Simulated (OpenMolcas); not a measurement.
# C2F6 (hexafluoroethane) at HF/3-21G

Wanted: an optimisation with harmonic vibrations of C2F6 (hexafluoroethane). 

The results are computed with OpenMolcas 26.06.

### 1 The system as given

C2F6: 8 atoms, total charge 0, spin state singlet. SMILES: `FC(F)(F)C(F)(F)F`. Geometry: relaxed at PBE0-D4/def2-TZVP. The run starts from this shape.

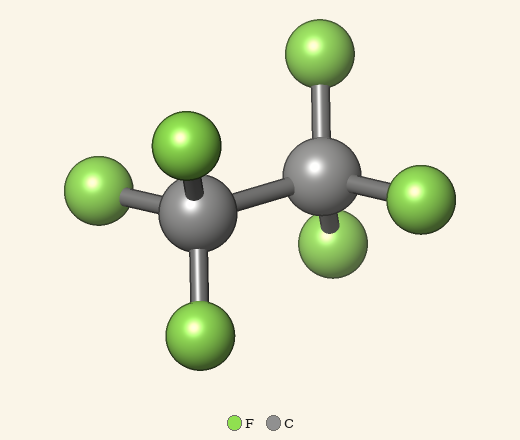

Viewed from a chosen angle; fluorine green, carbon grey.

### 2 An optimisation with harmonic vibrations at HF/3-21G

Contents of input.xyz:

```xyz
8

F      1.065570    -0.767260     1.152000
C      0.662650    -0.397300    -0.054910
F      1.596070     0.361280    -0.610920
F      0.478560    -1.476610    -0.801220
C     -0.662670     0.397270     0.054890
F     -0.477000     1.479670     0.796360
F     -1.068680     0.762200    -1.152500
F     -1.594500    -0.359250     0.616310
```

Contents of mol.input:

```
* C2F6 Hartree-Fock

&GATEWAY
 BasLib=$CurrDir
 Coord=input.xyz
 Basis=3-21G
 Group=NoSym
>>> EXPORT MOLCAS_MAXITER=50
>>> Do While

&SEWARD

&SCF
 PrOrbitals=0

&SLAPAF
>>> EndDo
>>> COPY $Project.Opt.xyz $CurrDir/final.xyz
>>> COPY $Project.slapaf.h5 $CurrDir/final.slapaf.h5

&MCKINLEY

&MCLR
 Thermochemistry
 6
 1.0
 298.15
 End of PT
```

The basis set 3-21G is read from a file made from the Basis Set Exchange's data (not shown).

Command:

```sh
$ export MOLCAS_MEM=1860
$ pymolcas mol.input > mol.log
```

What it wrote:

```text
--- Start Module: gateway ---
[...]
--- Stop Module: gateway /rc=_RC_ALL_IS_WELL_ ---
[...]
      Basis functions           72
[...]
       Convergence after  10 Iterations
[...]
::    Total SCF energy                               -668.7428307965
[...]
 *              Molecular gradients               *
 **************************************************
  Irreducible representation: a
 ------------------------------------------------------------------------------------------
                              X                       Y                       Z
 ------------------------------------------------------------------------------------------
  F1               -3.08156426303796E-03    3.28660048490903E-03   -1.37742816715694E-02
  C2                2.78657445241286E-02   -1.67327966657327E-02   -2.32112231168915E-03
  F3               -9.07061836105427E-03   -9.45867599543604E-03    6.17557196056140E-03
  F4                3.57216538737953E-03    1.13409553108355E-02    8.32226553412241E-03
  C5               -2.78809806280400E-02    1.67137943596101E-02    2.30052982188977E-03
  F6               -3.57725205076076E-03   -1.13523239627291E-02   -8.27243023544888E-03
  F7                3.10701942647995E-03   -3.25343508281861E-03    1.37892403164059E-02
  F8                9.06548596483248E-03    9.45588155126842E-03   -6.21977341418223E-03
[...]
 Geometry is converged in   5 iterations to a Minimum Structure
*****************************************************************************************************************
*****************************************************************************************************************
++ Geometry section
********************************************************************************
  Geometrical information of the final structure
********************************************************************************
  NOTE: on convergence the final predicted structure will be printed here.
  This is not identical to the structure printed in the head of the output.
 *********************************************************
[...]
       Convergence after   4 Iterations
[...]
::    Total SCF energy                               -668.7448991675
[...]
      Total spin, S                                     0.0000000000
[...]
      Total electronic charge=   66.000000
      Total            charge=   -0.000000
[...]
      Dipole Moment (debye):
      Origin of the operator (angstrom)=    0.0000    0.0000    0.0000
                   X= -1.5330E-05               Y= -2.3992E-05               Z= -1.0980E-05           Total=  3.0516E-05
      Quadrupole Moment (debye*angstrom):
[...]
--- Start Module: mclr ---
[...]
     Frequency:        i0.01      0.01      0.02      1.52      1.88      2.97
[...]
     Frequency:        63.13    218.76    218.76    366.51    396.65    396.65
[...]
--- Stop Module: mclr /rc=_RC_ALL_IS_WELL_ ---
[...]
--- Start Module: mclr ---
[...]
        Frequency:         1432.01 cm-1
      ---------------------------------
[...]
        Frequency:         1460.74 cm-1
      ---------------------------------
[...]
        Frequency:         1460.75 cm-1
      ---------------------------------
[...]
        Frequency:         1537.90 cm-1
      ---------------------------------
[...]
--- Stop Module: mclr /rc=_RC_ALL_IS_WELL_ ---
[...]
```

Wall time 38 s (1 thread of Arm Neoverse V1, shared host); peak memory 0.42 GiB.

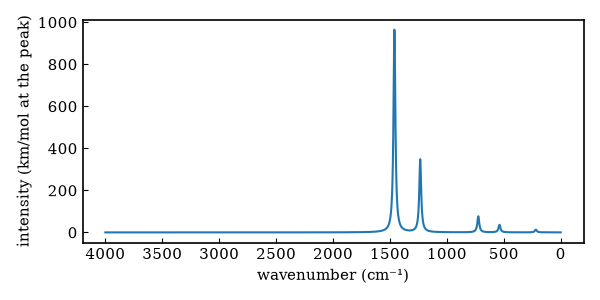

Harmonic infrared spectrum, unscaled, lines broadened by 10 cm⁻¹.

### 3 What came out

At HF/3-21G:

| quantity | value |
| --- | --- |
| total energy | -668.74490 Eh |
| dipole moment | 0.00 D |
| HOMO energy | -16.23 eV |
| LUMO energy | 7.17 eV |
| HOMO–LUMO gap | 23.40 eV |
| lowest harmonic wavenumber | 63 cm⁻¹ |
| highest harmonic wavenumber | 1538 cm⁻¹ |
| zero-point energy | 84.7 kJ/mol |
| ideal-gas entropy at 298.15 K and 1 atm (symmetry number 6 as used) | 78.8 cal/(mol K) |

In words: At the final geometry: Bond lengths: F1–C2 1.338 Å, C2–F3 1.338 Å, C2–F4 1.338 Å, C2–C5 1.503 Å, C5–F6 1.338 Å, C5–F7 1.338 Å, C5–F8 1.338 Å. Some angles: F1–C2–F3 109.2°, F1–C2–F4 109.2°, F1–C2–C5 109.8°, F3–C2–F4 109.2°, F3–C2–C5 109.8°, F4–C2–C5 109.8°, C2–C5–F6 109.8°, C2–C5–F7 109.8°, C2–C5–F8 109.8°, F6–C5–F7 109.2°. All 18 modes are real, so the shape is a minimum at this level. Mulliken charges run from -0.37 on F1 to +1.10 on C2; they depend strongly on the basis.
